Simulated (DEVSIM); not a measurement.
Structure: abrupt Si p-n junction, at 300 K.

```
layer (left to right)  material  thickness (μm)  Nd (cm⁻³)  Na (cm⁻³)   τn (s)   τp (s)
---------------------  --------  --------------  ---------  ---------  -------  -------
1                            Si            14.0          -     2.2e17  0.00082  0.00082
2                            Si            4.90     1.9e16          -  0.00082  0.00082
```

Left contact: ohmic. Right contact: ohmic. Voltage is applied to the left contact. Recombination: SRH at mid-gap. Mobility is constant in doping.

This is a model device: material constants are rounded textbook-type values typed into the input, and sizes, dopings and lifetimes were drawn at random. Values at 300 K.

```tsv
parameter	Si
gap (eV)	1.124
affinity (eV)	4.05
permittivity	11.7
Nc (cm⁻³)	2.86e19
Nv (cm⁻³)	3.1e19
μn (cm²/Vs)	1417
μp (cm²/Vs)	470
```

Simulated with DEVSIM: 1D drift-diffusion, Boltzmann statistics, complete ionisation; no tunnelling, impact ionisation, image-force lowering or self-heating.

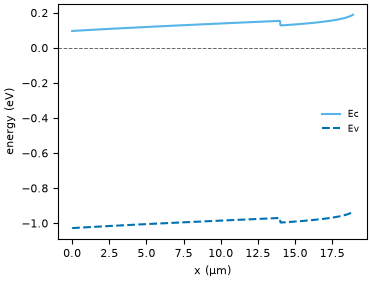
Band edges at 0.9 V on the left contact

Energies count from the Fermi level of the right contact; mesh points crowd at the junctions.

```csv
x (μm),Ec (eV),Ev (eV),n (cm⁻³),p (cm⁻³),field (V/cm)
0.000,0.096,-1.028,530,2.2e17,51
0.03486,0.096,-1.028,2.4e14,2.2e17,51
0.1202,0.097,-1.027,8.3e14,2.2e17,50
0.3436,0.098,-1.026,2.3e15,2.2e17,50
1.172,0.102,-1.022,7.4e15,2.3e17,48
2.903,0.110,-1.014,1.6e16,2.4e17,44
7.000,0.127,-0.997,2.9e16,2.5e17,40
11.95,0.146,-0.978,3.8e16,2.6e17,38
13.18,0.151,-0.973,4.0e16,2.6e17,37
13.68,0.153,-0.971,4.1e16,2.6e17,37
13.89,0.153,-0.971,4.1e16,2.6e17,37
13.98,0.153,-0.971,4.3e16,2.5e17,-1600
14.01,0.133,-0.991,9.4e16,1.1e17,-5400
14.06,0.128,-0.996,1.1e17,9.4e16,28
14.25,0.129,-0.995,1.1e17,9.0e16,56
14.64,0.131,-0.993,1.0e17,8.4e16,60
15.60,0.138,-0.986,8.6e16,6.7e16,73
17.40,0.155,-0.969,5.4e16,3.5e16,130
18.45,0.173,-0.951,3.2e16,1.3e16,250
18.73,0.181,-0.943,2.4e16,5.4e15,380
18.84,0.186,-0.938,2.1e16,1.9e15,490
18.90,0.189,-0.935,1.9e16,6100,540
```
